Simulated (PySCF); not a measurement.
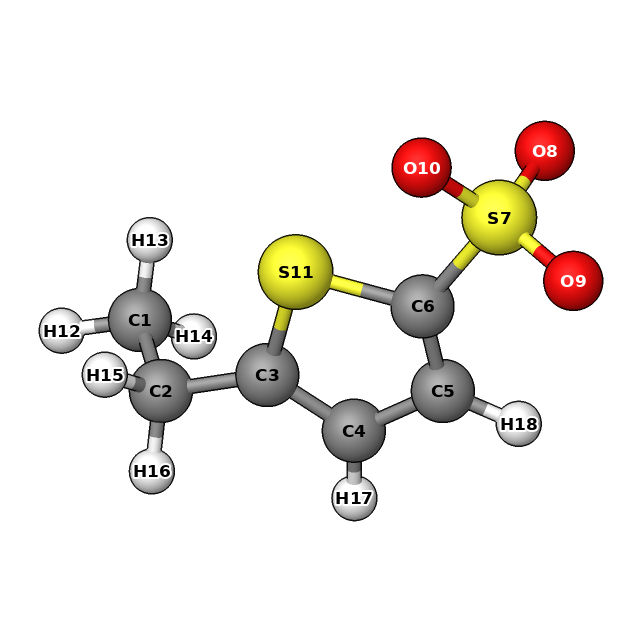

Every bond is drawn as one stick. State: charge −1, singlet. The computed structure is the end point of a GFN2-xTB optimisation. No frequency run is at hand to confirm it as a minimum. Method: PBE0/pcSseg-1 (PySCF 2.14.0).

**Which bond between heavy atoms has the lowest Mayer bond order?**

C6–S7, 0.80, at 1.801 Å.

List the Mayer bond orders of C1–C2, C2–C3, C3–C4, C3–S11, C4–C5, C5–C6, C6–S7, C6–S11, S7–O8, S7–O9, S7–O10 (bonds between heavy atoms, one of each equivalent set).

| bond | Mayer order | length (Å) |
| --- | --- | --- |
| C1–C2 | 1.04 | 1.530 |
| C2–C3 | 1.04 | 1.494 |
| C3–C4 | 1.56 | 1.362 |
| C3–S11 | 1.13 | 1.747 |
| C4–C5 | 1.26 | 1.417 |
| C5–C6 | 1.56 | 1.354 |
| C6–S7 | 0.80 | 1.801 |
| C6–S11 | 1.14 | 1.705 |
| S7–O8 | 1.70 | 1.458 |
| S7–O9 | 1.70 | 1.456 |
| S7–O10 | 1.63 | 1.459 |
